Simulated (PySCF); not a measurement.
**C₄H₁₀N, doublet, SMILES `[CH2]CC(C)N`: what the electrons do**

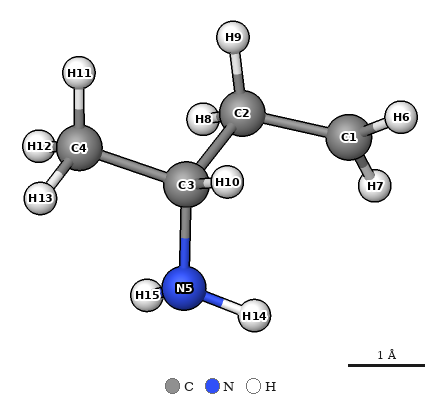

The molecule, with its atoms numbered as below. No frequency check shows the geometry to be a minimum.

Cartesian coordinates (Å):

```
C1       2.0849    0.1203    0.0928
C2       0.7975    0.6862   -0.3093
C3      -0.4352   -0.0429    0.3505
C4      -1.7204    0.6984   -0.0005
N5      -0.5652   -1.4241   -0.0447
H6       2.4783    0.3221    1.0707
H7       2.5719   -0.6313   -0.4988
H8       0.6669    0.6289   -1.3931
H9       0.7269    1.7322    0.0018
H10     -0.2905   -0.0304    1.4365
H11     -1.6989    1.7127    0.3887
H12     -1.8511    0.7406   -1.0801
H13     -2.5695    0.1731    0.4287
H14      0.2632   -1.9519    0.2052
H15     -0.7014   -1.4992   -1.0474
```

### 1. Bonding charge

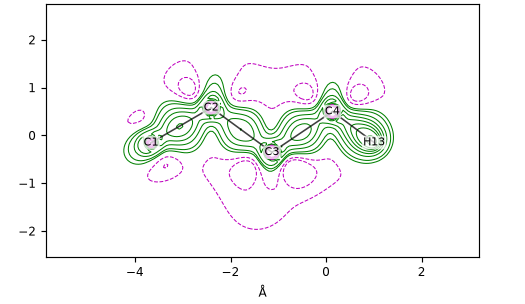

Deformation density (molecule less spherical, spin-averaged free atoms) in the plane of C1, C2, C3, C4 and H13; contours at ±0.05 to ±0.8 e/Å³; solid green lines: gain, dashed magenta lines: loss.

Computed with PySCF, B3LYP/6-31G*, geometry: GFN2-xTB. The stability of the open-shell solution wasn't checked. GFN2-xTB doesn't know the spin state, so this open-shell geometry is rough.

> How much density has each bond in this plane gained at its critical point, relative to the free atoms?

C4–H13: +0.64 e/Å³ at the bond critical point (bond length 1.09 Å, Mayer order 0.9). C1–C2: +0.51 e/Å³ at the bond critical point (bond length 1.46 Å, Mayer order 1.1). C3–C4: +0.47 e/Å³ at the bond critical point (bond length 1.52 Å, Mayer order 1.0). C2–C3: +0.40 e/Å³ at the bond critical point (bond length 1.58 Å, Mayer order 0.9). In all, 2.9 electrons gather in the regions of gain relative to the promolecule.

> Where do the Hirshfeld charges lie?

The highest Hirshfeld charge is on H15 (+0.10 e), the lowest on N5 (−0.24 e).

```
atom  charge (e)
  C1       −0.07
  C2       −0.07
  C3       +0.04
  C4       −0.10
  N5       −0.24
  H6       +0.03
  H7       +0.03
  H8       +0.03
  H9       +0.03
 H10       +0.03
 H11       +0.03
 H12       +0.03
 H13       +0.03
 H14       +0.10
 H15       +0.10
```

### 2. Electrostatic potential

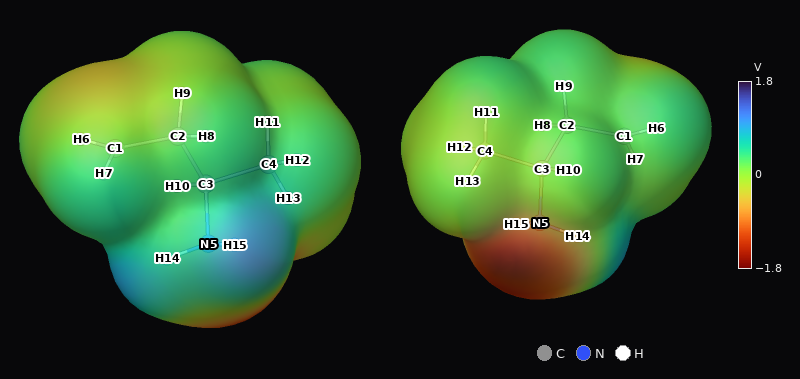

Electrostatic potential on the surface of electron density 0.001 a.u. (back view left, front view right).

> Where are the extremes of the potential on the surface?

Highest: 1.04 V, 1.3 Å from H15. Further maxima include 0.55 V, 1.3 Å from H7; 0.46 V, 1.3 Å from H6. Lowest: −1.73 V, 2.0 Å from N5. Further minima include −0.46 V, over C1, off the plane of its three bonds (2.0 Å); −0.13 V, 1.6 Å from H13. The surface is sampled at points, so like sites can differ by a few per cent and only the strongest of them is named.

### 3. Spin density

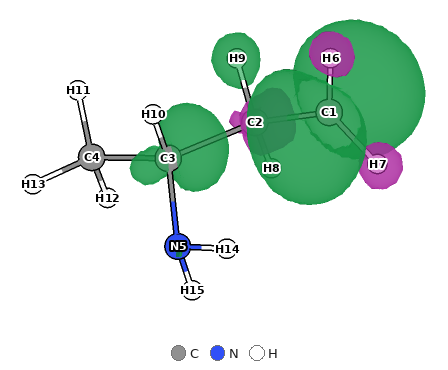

Spin density ρα − ρβ at ±0.02 e/Å³ (green: excess α, purple: excess β).

> Give the atomic spin populations that go with this picture.

Hirshfeld spin populations: C1 +0.73, C3 +0.06, C2 +0.05, H7 +0.05 and H6 +0.05. ⟨S²⟩ = 0.75, as for a pure state. The picture also shows regions of β spin from spin polarisation; the Hirshfeld sums, whose atoms overlap, net them against the α spin of neighbours.

### 4. In an electric field

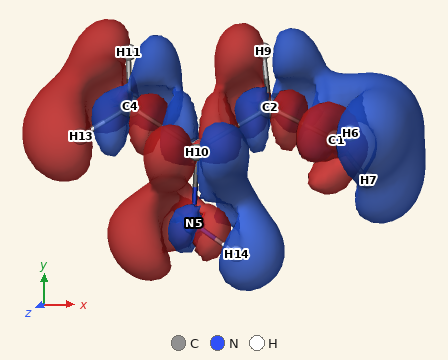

Change of the electron density in a uniform field of 0.10 V/Å, surfaces at ±0.0006 e/Å³ (blue: gain, red: loss).

PySCF calculation, PBE0/def2-SVPD, gas phase; geometry: GFN2-xTB. The stability of the open-shell solution wasn't checked. GFN2-xTB doesn't know the spin state, so this open-shell geometry is rough.

> Along which Cartesian direction does the field point?

Along −x: electrons gather on the +x side, against the field.

> What dipole is induced, and what polarisability does it imply?

The induced dipole is 0.35 D (along the field); α along this axis, from the fields in both directions, is 68 bohr³ (10.1 Å³).

> Which atoms gain and lose the most charge?

Electrons gather most on C1 (Hirshfeld charge changes by −0.004 e) and leave H13 most (+0.004 e); 0.029 electrons are displaced in all.

### 5. Removing or adding an electron

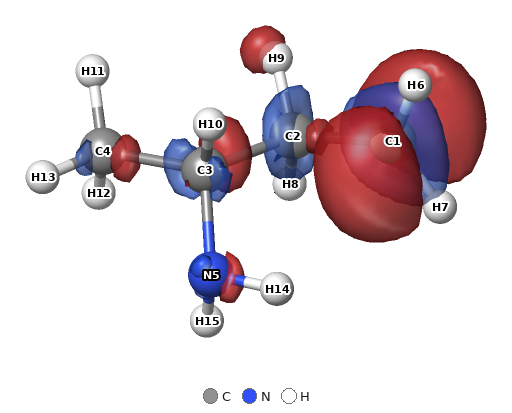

Fukui function f⁺ = ρ(N+1) − ρ(N) at fixed geometry, surfaces at ±0.04 e/Å³ (red positive, blue negative).

PySCF calculation, r2SCAN/def2-SVP, gas phase; geometry: GFN2-xTB. GFN2-xTB doesn't know the spin state, so this open-shell geometry is rough.

> On which atoms does the density change most on addition of an electron?

f⁺ (Hirshfeld-condensed) is largest on C1 (0.35); the vertical electron affinity is −0.92 eV (to the singlet anion, which needn't be its lowest state; negative, but this basis has no diffuse functions, so it doesn't show that the anion is unbound). Condensed values hint at sites of nucleophilic attack but needn't mark the atom that reacts. Orbital relaxation makes it negative in places (0.26 e in all).

The PySCF runs shown took 23 s, 2.7 min and 3.3 min on 1 thread of Arm Neoverse V1, with other jobs on the host.
